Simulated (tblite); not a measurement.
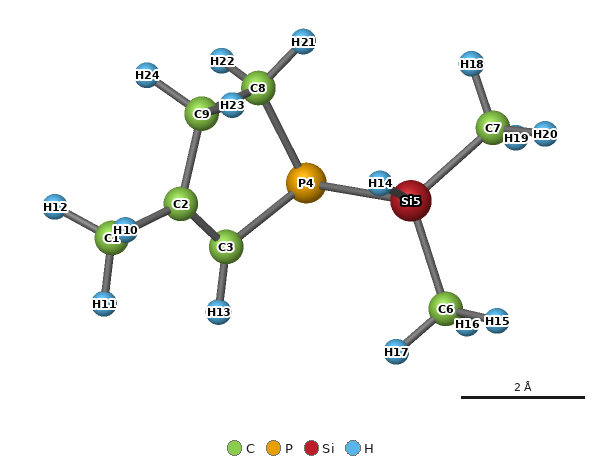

The input geometry (ball-and-stick view, seen at a tilt; atoms are numbered from 1 in the order of the input). Bond lengths as drawn: C–C 1.32 to 1.53 Å, C–H 1.08 to 1.11 Å, C–P 1.86 to 1.87 Å, C–Si 1.84 to 1.85 Å, H–Si 1.48 Å and P–Si 2.25 Å.

# Run report: C$_{7}$H$_{15}$PSi, geometry relaxation

- system: C$_{7}$H$_{15}$PSi
- method: GFN2-xTB geometry optimisation, gas phase (tblite 0.8.0)

## What the program printed
```
step      E/eV     max force
  0    -730.73800    1.700
  1    -730.83514    0.731
  2    -730.85871    0.537
  3    -730.87839    0.349
  4    -730.89302    0.199
  5    -730.89794    0.161
  6    -730.90213    0.117
  7    -730.90488    0.126
  8    -730.90709    0.115
  9    -730.90851    0.072
 10    -730.90941    0.075
 11    -730.90991    0.074
 12    -730.91028    0.062
 13    -730.91064    0.051
 14    -730.91103    0.048
 15    -730.91144    0.060
 16    -730.91183    0.050
 17    -730.91218    0.045
 18    -730.91246    0.042
 19    -730.91271    0.039
 20    -730.91295    0.047
 21    -730.91315    0.042
 22    -730.91332    0.029
 23    -730.91347    0.036
 24    -730.91363    0.041
 25    -730.91381    0.036
 26    -730.91397    0.027
 27    -730.91410    0.025
 28    -730.91420    0.029
 29    -730.91431    0.029
 30    -730.91442    0.028
 31    -730.91452    0.022
 32    -730.91460    0.024
 33    -730.91467    0.023
 34    -730.91472    0.019
 35    -730.91476    0.013
 36    -730.91479    0.012
 37    -730.91481    0.013
 38    -730.91485    0.018
 39    -730.91489    0.019
 40    -730.91492    0.017
 41    -730.91497    0.018
 42    -730.91503    0.022
 43    -730.91512    0.028
 44    -730.91520    0.023
 45    -730.91527    0.016
 46    -730.91533    0.015
 47    -730.91539    0.019
 48    -730.91547    0.021
 49    -730.91553    0.015
 50    -730.91557    0.016
 51    -730.91561    0.015
 52    -730.91566    0.019
 53    -730.91570    0.014
 54    -730.91573    0.013
 55    -730.91575    0.010
 56    -730.91578    0.014
 57    -730.91581    0.018
 58    -730.91584    0.013
 59    -730.91587    0.011
 60    -730.91590    0.011
 61    -730.91593    0.016
 62    -730.91596    0.016
 63    -730.91599    0.014
 64    -730.91601    0.013
 65    -730.91604    0.012
 66    -730.91606    0.013
 67    -730.91608    0.010
```

## Trajectory as extended XYZ (Å, eV, eV/Å), 4 of the 68 frames kept, from step=0 to step=67
```
24
Properties=species:S:1:pos:R:3:forces:R:3 step=0 energy=-730.73800
C     3.2526    0.8648   -0.4410   -0.2970   0.3370   0.0340
C     1.9429    0.1432   -0.5841    0.6810  -0.2120   0.4540
C     0.9136    0.5729   -1.2934   -0.8860  -0.4750   0.1550
P    -0.5340   -0.5890   -1.2039    0.3580   0.3620  -0.5050
Si   -1.6312    0.2778    0.5626    1.6970  -0.0780  -0.0700
C    -2.3073    1.9300    0.0632   -0.2060   1.3490   0.2180
C    -2.9659   -0.8986    1.0423   -0.9580  -1.0460   0.8050
C     0.5318   -1.8670   -0.3516    0.0230  -0.0600  -0.0160
C     1.7746   -1.1571    0.1808   -0.1270   0.3530   0.2220
H     3.4312    1.1114    0.6139    0.0210  -0.1470  -0.2500
H     3.2424    1.8015   -1.0107   -0.0030  -0.2390   0.1200
H     4.0643    0.2459   -0.8076    0.1290  -0.0660   0.0500
H     0.9046    1.5029   -1.8531   -0.1460  -0.3420   0.0870
H    -0.6623    0.4289    1.6722   -0.1410   0.0980   0.1430
H    -2.8529    2.3992    0.8966    0.1860  -0.1490  -0.3510
H    -2.9947    1.8480   -0.7676   -0.0420   0.0390  -0.1430
H    -1.5007    2.6224   -0.2191   -0.3570  -0.2610   0.0390
H    -2.5561   -1.8821    1.3251   -0.2400   0.4000  -0.1460
H    -3.6797   -1.0570    0.2365    0.0350  -0.0300   0.0690
H    -3.5216   -0.5199    1.9122    0.1290  -0.1970  -0.3230
H     0.0029   -2.4262    0.4314   -0.0140   0.2230  -0.2120
H     0.8312   -2.5928   -1.1194   -0.0950   0.0760   0.0420
H     1.6639   -0.9293    1.2617    0.0780  -0.0380  -0.4600
H     2.6389   -1.8098    0.0662    0.1740   0.1040   0.0390
24
Properties=species:S:1:pos:R:3:forces:R:3 step=22 energy=-730.91332
C     3.2449    0.8688   -0.4432    0.0100   0.0040   0.0010
C     1.9536    0.1321   -0.5717    0.0040  -0.0100  -0.0070
C     0.8939    0.5345   -1.2669   -0.0030  -0.0030   0.0010
P    -0.5200   -0.5941   -1.2322   -0.0130   0.0150  -0.0100
Si   -1.5613    0.2795    0.5742   -0.0070   0.0120   0.0250
C    -2.2961    1.9598    0.0660   -0.0060   0.0150  -0.0030
C    -2.9620   -0.9189    1.0562   -0.0110  -0.0070   0.0060
C     0.5471   -1.8724   -0.3817   -0.0110   0.0060   0.0030
C     1.7803   -1.1611    0.1776    0.0050  -0.0150   0.0040
H     3.4409    1.1009    0.6036    0.0000  -0.0020   0.0100
H     3.2258    1.7957   -1.0103   -0.0190   0.0070  -0.0050
H     4.0702    0.2558   -0.8054    0.0030  -0.0160  -0.0050
H     0.8562    1.4459   -1.8410   -0.0130   0.0030  -0.0090
H    -0.7125    0.4998    1.7672    0.0100  -0.0030  -0.0030
H    -2.8516    2.4029    0.8863    0.0010   0.0020  -0.0090
H    -2.9758    1.8517   -0.7740    0.0090  -0.0060  -0.0060
H    -1.5196    2.6597   -0.2267   -0.0020  -0.0030   0.0030
H    -2.5803   -1.8977    1.3309   -0.0030   0.0100  -0.0020
H    -3.6558   -1.0573    0.2320    0.0120  -0.0050  -0.0020
H    -3.5246   -0.5342    1.9007    0.0000  -0.0070  -0.0050
H    -0.0195   -2.4002    0.3856    0.0020  -0.0160  -0.0020
H     0.8394   -2.6073   -1.1383    0.0050   0.0260  -0.0020
H     1.6467   -0.9350    1.2407    0.0050  -0.0020  -0.0010
H     2.6685   -1.7889    0.0834    0.0230  -0.0060   0.0170
24
Properties=species:S:1:pos:R:3:forces:R:3 step=45 energy=-730.91527
C     3.2436    0.8638   -0.4506   -0.0020  -0.0010   0.0010
C     1.9487    0.1311   -0.5671    0.0040  -0.0050   0.0000
C     0.8860    0.5364   -1.2569    0.0050  -0.0040   0.0030
P    -0.5304   -0.5879   -1.2122   -0.0080   0.0080   0.0080
Si   -1.5603    0.2896    0.6011   -0.0040  -0.0040  -0.0080
C    -2.2912    1.9636    0.0631    0.0050  -0.0030  -0.0020
C    -2.9591   -0.9186    1.0641    0.0040  -0.0040   0.0000
C     0.5492   -1.8740   -0.3888   -0.0110   0.0090  -0.0040
C     1.7746   -1.1615    0.1844   -0.0070   0.0010  -0.0020
H     3.4576    1.0881    0.5947   -0.0070  -0.0120   0.0010
H     3.2139    1.7955   -1.0098    0.0090  -0.0080  -0.0050
H     4.0598    0.2488   -0.8308    0.0020   0.0150  -0.0040
H     0.8448    1.4471   -1.8327    0.0010  -0.0040   0.0060
H    -0.7126    0.5146    1.7939   -0.0090   0.0000  -0.0060
H    -2.8757    2.4131    0.8593    0.0020  -0.0090  -0.0030
H    -2.9407    1.8424   -0.7991    0.0030  -0.0010   0.0020
H    -1.5089    2.6641   -0.2115    0.0010   0.0030   0.0050
H    -2.5685   -1.8902    1.3505   -0.0030  -0.0040   0.0080
H    -3.6284   -1.0714    0.2223    0.0010  -0.0010   0.0030
H    -3.5485   -0.5415    1.8933    0.0060   0.0070  -0.0050
H    -0.0081   -2.4317    0.3642   -0.0010  -0.0010  -0.0070
H     0.8512   -2.5810   -1.1679    0.0020   0.0060   0.0050
H     1.6243   -0.9334    1.2451    0.0130   0.0040  -0.0020
H     2.6669   -1.7870    0.1047   -0.0040   0.0080   0.0070
24
Properties=species:S:1:pos:R:3:forces:R:3 step=67 energy=-730.91608
C     3.2487    0.8584   -0.4564    0.0010  -0.0010   0.0000
C     1.9497    0.1326   -0.5698    0.0000   0.0020  -0.0030
C     0.8865    0.5431   -1.2558   -0.0020  -0.0030  -0.0010
P    -0.5322   -0.5793   -1.2127    0.0020   0.0010  -0.0050
Si   -1.5638    0.2846    0.6039   -0.0030   0.0060   0.0070
C    -2.2876    1.9591    0.0600   -0.0010   0.0010  -0.0010
C    -2.9608   -0.9226    1.0756    0.0010  -0.0010  -0.0020
C     0.5479   -1.8688   -0.3978    0.0050  -0.0010   0.0040
C     1.7678   -1.1562    0.1862    0.0010   0.0050   0.0010
H     3.4744    1.0618    0.5906   -0.0010   0.0010   0.0010
H     3.2181    1.7990   -1.0002   -0.0030   0.0000   0.0030
H     4.0592    0.2491   -0.8570   -0.0020  -0.0040  -0.0010
H     0.8475    1.4546   -1.8304    0.0000  -0.0040   0.0010
H    -0.7239    0.5138    1.8009    0.0030   0.0000  -0.0010
H    -2.9036    2.3957    0.8393    0.0010  -0.0060  -0.0030
H    -2.9040    1.8438   -0.8270    0.0020   0.0030   0.0030
H    -1.4995    2.6671   -0.1771   -0.0060   0.0010   0.0010
H    -2.5692   -1.8825    1.3982    0.0000   0.0020   0.0000
H    -3.6163   -1.1047    0.2289    0.0020  -0.0010   0.0000
H    -3.5650   -0.5242    1.8840    0.0040   0.0030  -0.0060
H    -0.0100   -2.4371    0.3465   -0.0010  -0.0020   0.0000
H     0.8579   -2.5658   -1.1826    0.0000   0.0000   0.0010
H     1.6059   -0.9190    1.2432    0.0020  -0.0060   0.0030
H     2.6605   -1.7826    0.1228   -0.0050   0.0030  -0.0040
```

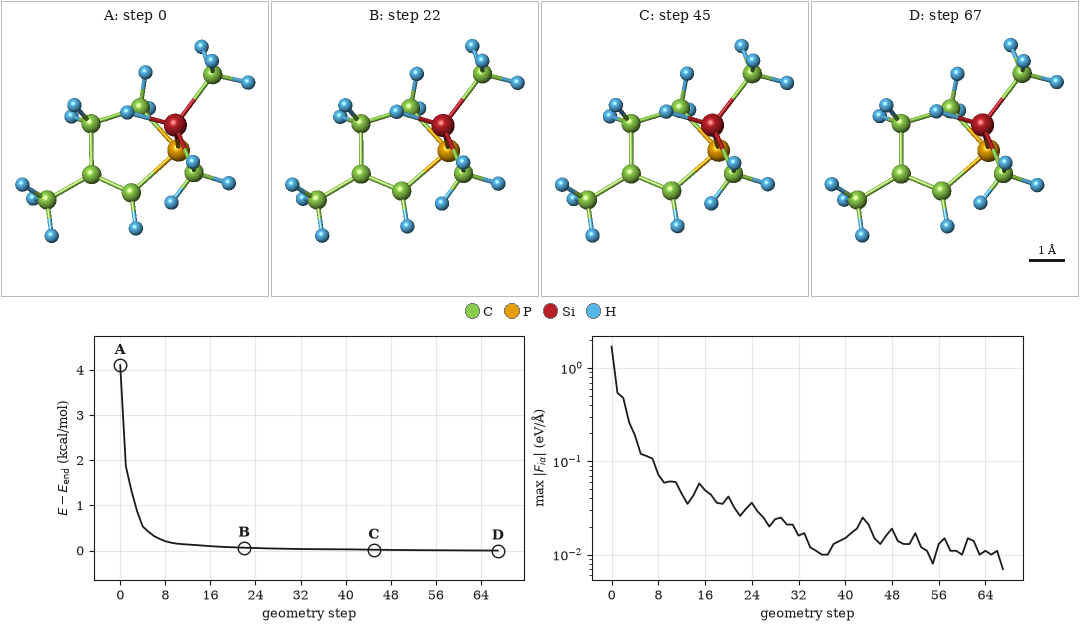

Frames of the relaxation (ball-and-stick view, seen at a tilt) above the curves, on which the letters mark them (steps are counted from 0).

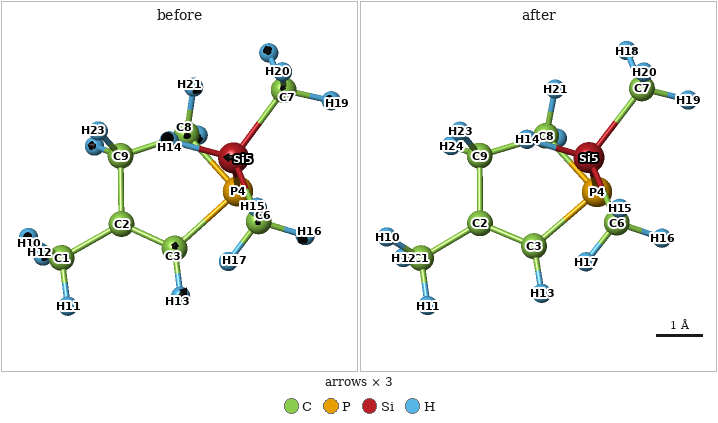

Before (left) and after (right) the relaxation, at one scale (ball-and-stick view, seen at a tilt). The black arrows give the displacements, magnified 3 times. After 67 geometry steps the energy has fallen by 4.11 kcal/mol. The largest force component goes from 1.7 to 0.007 eV/Å. The largest move after the best rigid fit is that of H14, 0.17 Å. Largest moves by element: H 0.17 Å, Si 0.08 Å, C 0.06 Å, P 0.01 Å. Among the contacts that change: Si5–C7 1.843 → 1.906 Å, Si5–C6 1.854 → 1.904 Å, C3–P4 1.858 → 1.810 Å, C9–H23 1.110 → 1.095 Å. Among the angles that change: P4–Si5–H14 107.9° → 116.7°, P4–C3–H13 123.6° → 120.6°, C2–C3–P4 112.2° → 115.0°. (Atoms are counted from 1 in the order of the input.)

The run was set up as follows.

## Input
```
{"job": {"kind": "relax", "xc": "GFN2-xTB", "basis": "xTB"}, "charge": 0, "multiplicity": 1}
C      3.252600     0.864800    -0.441000
C      1.942900     0.143200    -0.584100
C      0.913600     0.572900    -1.293400
P     -0.534000    -0.589000    -1.203900
Si    -1.631200     0.277800     0.562600
C     -2.307300     1.930000     0.063200
C     -2.965900    -0.898600     1.042300
C      0.531800    -1.867000    -0.351600
C      1.774600    -1.157100     0.180800
H      3.431200     1.111400     0.613900
H      3.242400     1.801500    -1.010700
H      4.064300     0.245900    -0.807600
H      0.904600     1.502900    -1.853100
H     -0.662300     0.428900     1.672200
H     -2.852900     2.399200     0.896600
H     -2.994700     1.848000    -0.767600
H     -1.500700     2.622400    -0.219100
H     -2.556100    -1.882100     1.325100
H     -3.679700    -1.057000     0.236500
H     -3.521600    -0.519900     1.912200
H      0.002900    -2.426200     0.431400
H      0.831200    -2.592800    -1.119400
H      1.663900    -0.929300     1.261700
H      2.638900    -1.809800     0.066200
```

The first line tells a small driver script what to run in tblite; the rest is the geometry in Å.

Launch command:
```bash
OMP_NUM_THREADS=1 python <driver script> task.json out
```

## Key numbers

```csv
quantity,value
outcome,converged
total energy,−730.9161 eV
hardware,"1 CPU thread, shared host"
wall time,1.2 s
peak memory,0.18 GiB
```
